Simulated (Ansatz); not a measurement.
```xyz
5

Ge    0.0973    0.1497   -1.0642
F     1.5023    0.2850    0.8366
H     0.9413   -0.4482    1.0556
Cl   -1.3339    1.6210   -0.2958
F    -0.2679   -1.1669    0.1326
```

The calculation used RKS PBE0/def2-SVP in Ansatz 0.2.0.

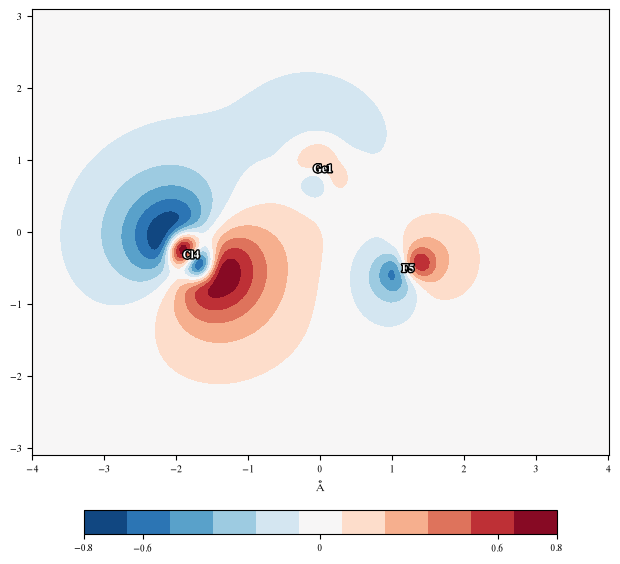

ClFGe···HF. The HOMO−1 on the plane of atoms Cl4, Ge1 and F5 (values in Å⁻³ᐟ²; the overall sign is arbitrary).

**Describe this orbital and give its energy.**

Its weight (Hirshfeld) is mainly on Cl4 (about 85 %); largely a lone pair of Cl4. Its energy is −9.13 eV.
